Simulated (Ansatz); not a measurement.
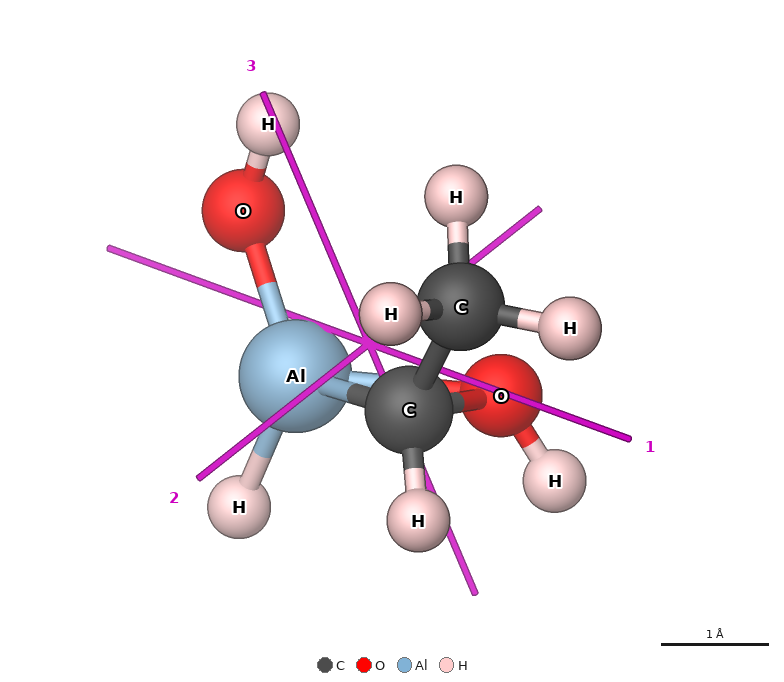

The three principal axes of inertia are drawn and numbered. Atoms fade into the background with distance from the viewer. The geometry was computed by an optimisation with PBE0-D4/def2-TZVP. No frequency run is at hand to confirm it as a minimum. Masses are those of the most abundant isotopes; constants are for the rigid equilibrium geometry.

**Which line is the a axis (least moment of inertia), which b and which c?**

a is line 1, b is line 3, c is line 2; the moments are 77.9, 188, 221 u Å².

**What kind of rotor is it, and what are its rotational constants in cm⁻¹?**

An asymmetric top (C1): A = 0.216, B = 0.0895, C = 0.0764 cm⁻¹. Ray's parameter κ is −0.81, nearer the prolate limit.
